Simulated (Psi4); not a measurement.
Geometry relaxation of ZrCl$_{4}$ (part 2 of 4)

The same run, continued: ZrCl$_{4}$; PBE/def2-SVP, RKS, dispersion D4, core potentials def2 (Psi4 1.11). The geometry comes from this level: GFN2-xTB, rattled.

Geometry of the input (Å):
```
Cl -0.1376  -0.2259  2.2017
Zr -0.0537  0.0049  -0.0242
Cl 1.4633  -1.4554  -0.8472
Cl -1.9836  -0.3952  -0.9219
Cl 0.6549  2.1305  -0.5123
```

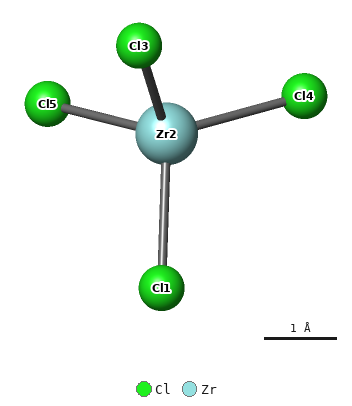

**Figure 1.** The input geometry (ball-and-stick view, seen at a tilt; atoms are numbered from 1 in the order of the input). Sticks mark near contacts.

The program's output, continued
```
	        --- Internal Coordinate Step in ANG or DEG, aJ/ANG or AJ/DEG ---
	-------------------------------------------------------------------------------
	           Coordinate      Previous         Force          Change          New
	           ----------      --------        ------          ------        ------
	               R(1,2)       2.23940        0.31857        0.09852       2.33791
	               R(2,3)       2.26081        0.24444        0.07912       2.33992
	               R(2,4)       2.16566        0.61978        0.16213       2.32779
	               R(2,5)       2.29314        0.14926        0.05162       2.34477
	             B(1,2,3)     108.68742        0.00001        0.15337     108.84079
	             B(1,2,4)     111.07494       -0.00009       -0.51679     110.55815
	             B(1,2,5)     108.58391        0.00009        0.37681     108.96073
	             B(3,2,4)     109.13063        0.00004        0.06055     109.19117
	             B(3,2,5)     108.29253        0.00003        0.28279     108.57532
	             B(4,2,5)     111.00011       -0.00006       -0.33117     110.66894
	           O(1,2,3,4)     -54.06109       -0.00007       -0.34518     -54.40627
	           O(1,2,3,5)      56.93643       -0.00011       -0.64338      56.29305
	           O(1,2,4,5)     -53.18209       -0.00004       -0.33865     -53.52074
	           O(3,2,1,4)      55.06108        0.00000        0.04459      55.10566
	           O(3,2,1,5)     -57.08609        0.00008        0.59598     -56.49010
	           O(3,2,4,5)      55.49809       -0.00003       -0.18065      55.31744
	           O(4,2,1,3)     -53.85246       -0.00006       -0.38562     -54.23808
	           O(4,2,1,5)      52.04415        0.00011        0.65646      52.70061
	           O(4,2,3,5)     -54.12703       -0.00002       -0.13266     -54.25969
	           O(5,2,1,3)      57.14007       -0.00012       -0.71192      56.42816
	           O(5,2,1,4)     -53.22056       -0.00003       -0.24387     -53.46444
	           O(5,2,3,4)      54.52244        0.00002        0.03156      54.55400
	-------------------------------------------------------------------------------

	                                 ==> Convergence Check <==

	Measures of convergence in internal coordinates in au.

	Criteria marked as inactive (o), active & met (*), and active & unmet ( ).

	----------------------------------------------------------------------------------------------~
	   Step    Total Energy     Delta E     Max Force     RMS Force      Max Disp      RMS Disp   ~
	----------------------------------------------------------------------------------------------~
	  Convergence Criteria              o    5.00e-04 *             o             o             o~
	----------------------------------------------------------------------------------------------~
	     1   -1886.85539003   -1.89e+03 o    7.52e-02      1.95e-02 o    3.06e-01 o    8.56e-02 o  ~
	----------------------------------------------------------------------------------------------

Next Geometry in Ang
	Fragment 1 (Ang)

	   Cl  -0.1111617461  -0.2422126521   2.3222973724
	   Zr  -0.0099570985   0.0040536388  -0.0004034717
	   Cl   1.5556593620  -1.5113294266  -0.8534585680
	   Cl  -2.0880672946  -0.4218408262  -0.9588815427
	   Cl   0.7042060146   2.1795526644  -0.5054769966

    Structure for next step:
    Molecular point group: c1
    Full point group: C1

    Geometry (in Angstrom), charge = 0, multiplicity = 1:

    CL          -0.116493770622    -0.244433265838     2.321773411807
    ZR          -0.015289122973     0.001833025002    -0.000927432306
    CL           1.550327337506    -1.513550040401    -0.853982528661
    CL          -2.093399319077    -0.424061439970    -0.959405503342
    CL           0.698873990056     2.177332050595    -0.506000957249

gradient() will perform analytic gradient computation.

  ==> Geometry <==

    Molecular point group: c1
    Full point group: C1

    Geometry (in Angstrom), charge = 0, multiplicity = 1:

       Center              X                  Y                   Z               Mass
    ------------   -----------------  -----------------  -----------------  -----------------
         CL          -0.116493770622    -0.244433265838     2.321773411807    34.968852682000
         ZR          -0.015289122973     0.001833025002    -0.000927432306    89.904697700000
         CL           1.550327337506    -1.513550040401    -0.853982528661    34.968852682000
         CL          -2.093399319077    -0.424061439970    -0.959405503342    34.968852682000
         CL           0.698873990056     2.177332050595    -0.506000957249    34.968852682000

  Running in c1 symmetry.

  Rotational constants: A =      0.03337  B =      0.03303  C =      0.03286 [cm^-1]
  Rotational constants: A =   1000.38840  B =    990.30717  C =    985.04237 [MHz]
  Nuclear repulsion =  425.122834415766306

  Charge       = 0
  Multiplicity = 1
  Electrons    = 80
  Nalpha       = 40
  Nbeta        = 40

  ==> Algorithm <==

  SCF Algorithm Type is DF.
  DIIS enabled.
  MOM disabled.
  Fractional occupation disabled.
  Guess Type is READ.
  Energy threshold   = 1.00e-08
  Density threshold  = 1.00e-08
  Integral threshold = 1.00e-12

   => Molecular Quadrature <=

    Radial Scheme          =       TREUTLER
    Pruning Scheme         =           NONE
    Nuclear Scheme         =       TREUTLER

    Blocking Scheme        =         OCTREE
    BS radius alpha        =              1
    Pruning alpha          =              1
    Radial Points          =             75
    Spherical Points       =            302
    Total Points           =         108785
    Total Blocks           =            954
    Max Points             =            256
    Max Functions          =             92
    Weights Tolerance      =       1.00E-15

   => Loading Basis Set <=

    Name: DEF2-SVP
    Role: ORBITAL
    Keyword: BASIS

    !!!  WARNING: ECP capability is in beta. Please check occupations closely.  !!!

  Reading orbitals from file scr/output.180.npy, no projection.

  ==> Integral Setup <==

  DFHelper Memory: AOs need 0.064 GiB; user supplied 3.637 GiB.
  SCF_SUBTYPE=INCORE selected. In-core MEM_DF algorithm will be used.
  Using in-core AOs.

  ==> MemDFJK: Density-Fitted J/K Matrices <==

    J tasked:                   Yes
    K tasked:                    No
    wK tasked:                   No
    Memory [MiB]:              3723
    Algorithm:                 Core
    Schwarz Cutoff:           1E-12
    Mask sparsity (%):       7.2391
    Fitting Condition:        1E-10

   => Auxiliary Basis Set <=

  Basis Set: (DEF2-SVP AUX)
    Blend: DEF2-UNIVERSAL-JKFIT
    Number of shells: 201
    Number of basis functions: 767
    Number of Cartesian functions: 1004
    Spherical Harmonics?: true
    Max angular momentum: 6

  Cached 100.0% of DFT collocation blocks in 0.205 [GiB].

  Minimum eigenvalue in the overlap matrix is 1.3681756837E-02.
  Reciprocal condition number of the overlap matrix is 3.6440807990E-03.
    Using symmetric orthogonalization.

  ==> Pre-Iterations <==

  SCF Guess: Orbitals guess was supplied from a previous computation.

   -------------------------------------------------------
    Irrep   Nso     Nmo     Nalpha   Nbeta   Ndocc  Nsocc
   -------------------------------------------------------
     A        103     103      40      40      40       0
   -------------------------------------------------------
    Total     103     103      40      40      40       0
   -------------------------------------------------------

  ==> Iterations <==

                           Total Energy        Delta E     RMS |[F,P]|

   @DF-RKS iter   0: -1886.78803967167710   -1.88679e+03   3.29554e-03
   @DF-RKS iter   1: -1886.86655363193631   -7.85140e-02   8.88026e-04 DIIS/ADIIS
   @DF-RKS iter   2: -1886.82256837900763    4.39853e-02   2.79605e-03 DIIS/ADIIS
   @DF-RKS iter   3: -1886.87113949663967   -4.85711e-02   3.45289e-04 DIIS/ADIIS
   @DF-RKS iter   4: -1886.87179020695771   -6.50710e-04   1.39048e-04 DIIS/ADIIS
   @DF-RKS iter   5: -1886.87191797278820   -1.27766e-04   2.88729e-05 DIIS
   @DF-RKS iter   6: -1886.87192387257710   -5.89979e-06   3.98232e-06 DIIS
   @DF-RKS iter   7: -1886.87192395201669   -7.94396e-08   1.33778e-06 DIIS
   @DF-RKS iter   8: -1886.87192396315913   -1.11424e-08   4.89804e-07 DIIS
   @DF-RKS iter   9: -1886.87192396482692   -1.66779e-09   8.36113e-08 DIIS
   @DF-RKS iter  10: -1886.87192396486967   -4.27463e-11   1.63178e-08 DIIS
   @DF-RKS iter  11: -1886.87192396487103   -1.36424e-12   1.56712e-09 DIIS
  Energy and wave function converged.

  ==> Post-Iterations <==

   Electrons on quadrature grid:
      Ntotal   =   79.9999894157 ; deviation = -1.058e-05

    Final Occupation by Irrep:
              A
    DOCC [    40 ]
    NA   [    40 ]
    NB   [    40 ]

  @DF-RKS Final Energy: -1886.87192396487103

   => Energetics <=

    Nuclear Repulsion Energy =            425.1228344157663059
    One-Electron Energy =               -3467.4683187152022583
    Two-Electron Energy =                1273.6735299798342567
    DFT Exchange-Correlation Energy =    -118.1918711735419834
    Empirical Dispersion Energy =          -0.0080984717270781
    VV10 Nonlocal Energy =                  0.0000000000000000
    Total Energy =                      -1886.8719239648710300

Computation Completed

Properties will be evaluated at   0.000000,   0.000000,   0.000000 [a0]

Properties computed using the SCF density matrix

 Multipole Moments:

 ------------------------------------------------------------------------------------
     Multipole            Electronic (a.u.)      Nuclear  (a.u.)        Total (a.u.)
 ------------------------------------------------------------------------------------

 L = 1.  Multiply by 2.5417464519 to convert [e a0] to [Debye]
 Dipole X            :         -0.9762392            0.9160836           -0.0601556
 Dipole Y            :          0.1028331           -0.1098300           -0.0069969
 Dipole Z            :         -0.0612304            0.0555693           -0.0056611
 Magnitude           :                                                    0.0608252

 ------------------------------------------------------------------------------------

	total time  =          2 seconds =       0.03 minutes

         ------------------------------------------------------------
                                   SCF GRAD
         ------------------------------------------------------------

  ==> Geometry <==

    Molecular point group: c1
    Full point group: C1

    Geometry (in Angstrom), charge = 0, multiplicity = 1:

       Center              X                  Y                   Z               Mass
    ------------   -----------------  -----------------  -----------------  -----------------
         CL          -0.116493770622    -0.244433265838     2.321773411807    34.968852682000
         ZR          -0.015289122973     0.001833025002    -0.000927432306    89.904697700000
         CL           1.550327337506    -1.513550040401    -0.853982528661    34.968852682000
         CL          -2.093399319077    -0.424061439970    -0.959405503342    34.968852682000
         CL           0.698873990056     2.177332050595    -0.506000957249    34.968852682000

  Nuclear repulsion =  425.122834415766306

   => Molecular Quadrature <=

    Radial Scheme          =       TREUTLER
    Pruning Scheme         =           NONE
    Nuclear Scheme         =       TREUTLER

    Blocking Scheme        =         OCTREE
    BS radius alpha        =              1
    Pruning alpha          =              1
    Radial Points          =             75
    Spherical Points       =            302
    Total Points           =         108785
    Total Blocks           =            954
    Max Points             =            256
    Max Functions          =             92
    Weights Tolerance      =       1.00E-15

  -Total Gradient:
     Atom            X                  Y                   Z
    ------   -----------------  -----------------  -----------------
       1        0.000276028030     0.000133038340     0.001773843379
       2       -0.005607113001    -0.001572324834    -0.000713670716
       3        0.001721054803    -0.001194013040    -0.000854813765
       4        0.001731775553    -0.000123303571     0.000895598877
       5        0.001472302215     0.002925862904    -0.000868480765

	total time  =          1 seconds =       0.02 minutes

    			-----------------------------------------

    			 OPTKING 3.0: for geometry optimizations

    			        with contributions from

    			-----------------------------------------

	                            ===> Fragment 1 <==

	 Z (Atomic Numbers)          Masses                          Geom
	      17.000000            34.968853         -0.22014132 -0.46191193  4.38751587
	      40.000000            89.904698         -0.02889226  0.00346392 -0.00175259
	      17.000000            34.968853          2.92969407 -2.86019505 -1.61379310
	      17.000000            34.968853         -3.95595138 -0.80135998 -1.81301364
	      17.000000            34.968853          1.32068044  4.11456126 -0.95620323

	 - Coordinate -           - BOHR/RAD -       - ANG/DEG -
	 R(1,2)           =         4.418012           2.337911
	 R(2,3)           =         4.421815           2.339924
	 R(2,4)           =         4.398886           2.327790
	 R(2,5)           =         4.430964           2.344765
	 B(1,2,3)         =         1.899630         108.840788
	 B(1,2,4)         =         1.929604         110.558153
	 B(1,2,5)         =         1.901723         108.960725
	 B(3,2,4)         =         1.905745         109.191174
	 B(3,2,5)         =         1.894997         108.575321
	 B(4,2,5)         =         1.931537         110.668940
	 O(1,2,3,4)       =        -0.949569         -54.406271
	 O(1,2,3,5)       =         0.982499          56.293051
	 O(1,2,4,5)       =        -0.934113         -53.520740
	 O(3,2,1,4)       =         0.961775          55.105664
	 O(3,2,1,5)       =        -0.985938         -56.490103
	 O(3,2,4,5)       =         0.965471          55.317438
	 O(4,2,1,3)       =        -0.946633         -54.238082
	 O(4,2,1,5)       =         0.919799          52.700613
	 O(4,2,3,5)       =        -0.947010         -54.259687
	 O(5,2,1,3)       =         0.984857          56.428156
	 O(5,2,1,4)       =        -0.933130         -53.464439
	 O(5,2,3,4)       =         0.952147          54.554000

	        --- Internal Coordinate Step in ANG or DEG, aJ/ANG or AJ/DEG ---
	-------------------------------------------------------------------------------
	           Coordinate      Previous         Force          Change          New
	           ----------      --------        ------          ------        ------
	               R(1,2)       2.33791       -0.01392       -0.00444       2.33347
	               R(2,3)       2.33992       -0.01919       -0.00694       2.33298
	               R(2,4)       2.32779        0.01598        0.00599       2.33378
	               R(2,5)       2.34477       -0.02764       -0.01138       2.33339
	             B(1,2,3)     108.84079       -0.00002       -0.00680     108.83398
	             B(1,2,4)     110.55815        0.00000       -0.11271     110.44544
	             B(1,2,5)     108.96073        0.00001        0.05225     109.01297
	             B(3,2,4)     109.19117        0.00001        0.05045     109.24162
	             B(3,2,5)     108.57532        0.00004        0.29478     108.87010
	             B(4,2,5)     110.66894       -0.00005       -0.26764     110.40130
	           O(1,2,3,4)     -54.40627       -0.00001       -0.09562     -54.50189
	           O(1,2,3,5)      56.29305       -0.00001       -0.18209      56.11096
	           O(1,2,4,5)     -53.52074       -0.00001       -0.20624     -53.72698
	           O(3,2,1,4)      55.10566        0.00001        0.01232      55.11799
	           O(3,2,1,5)     -56.49010        0.00003        0.30605     -56.18406
	           O(3,2,4,5)      55.31744       -0.00003       -0.21364      55.10380
	           O(4,2,1,3)     -54.23808        0.00000       -0.06731     -54.30539
	           O(4,2,1,5)      52.70061        0.00004        0.35693      53.05754
	           O(4,2,3,5)     -54.25969       -0.00001       -0.07198     -54.33167
	           O(5,2,1,3)      56.42816       -0.00004       -0.33555      56.09261
	           O(5,2,1,4)     -53.46444       -0.00003       -0.28495     -53.74939
	           O(5,2,3,4)      54.55400       -0.00000       -0.04294      54.51106
	-------------------------------------------------------------------------------

	                                 ==> Convergence Check <==

	Measures of convergence in internal coordinates in au.

	Criteria marked as inactive (o), active & met (*), and active & unmet ( ).
```
